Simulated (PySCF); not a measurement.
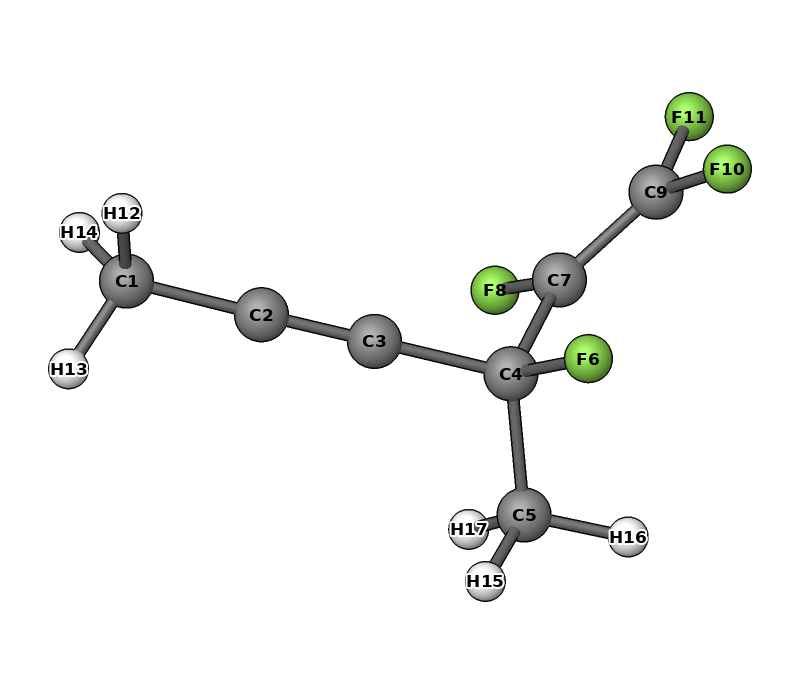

The questions are on isotropic NMR shieldings of the C atoms. Computed geometry: PBE0-D3(BJ)/def2-SVP optimisation. No frequency run is at hand to confirm it as a minimum. Level of theory: GIAO HF/pcSseg-2 NMR shielding, non-relativistic, gas phase (PySCF 2.14.0).

List the isotropic NMR shieldings of the C atoms.

| atom | σ (ppm) |
| --- | --- |
| C1 | 188.2 |
| C2 | 96.8 |
| C3 | 112.0 |
| C4 | 114.8 |
| C5 | 163.7 |
| C7 | 58.3 |
| C9 | 34.3 |
